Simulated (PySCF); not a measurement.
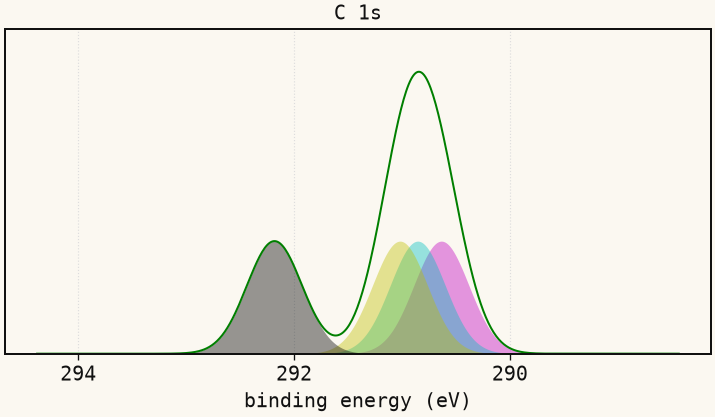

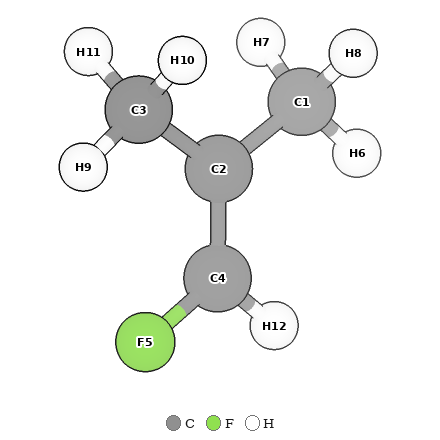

Simulated XPS of C₄H₇F, SMILES CC(C)=CF. Vertical core-electron binding energies by ΔSCF (SCAN, pcX-2 on the ionised atom, pcseg-1 elsewhere, spin-free X2C; PySCF, at a PBE0-D3(BJ)/def2-SVP geometry (no frequency check)), gas phase, against the vacuum level. One atom of each kind was ionised; within a panel, areas follow the number of like atoms, Gaussians of 0.6 eV full width. Only the regions named are shown. Lines closer than the width merge in the curve.

**Which atoms give which peak?**

| level | atoms | binding energy (eV) |
| --- | --- | --- |
| C 1s | C4 | 292.2 |
| C 1s | C1 | 291.0 |
| C 1s | C3 | 290.9 |
| C 1s | C2 | 290.6 |

**How large is the chemical shift across the C 1s region?**

1.5 eV, from C2 at 290.6 eV to C4 at 292.2 eV.
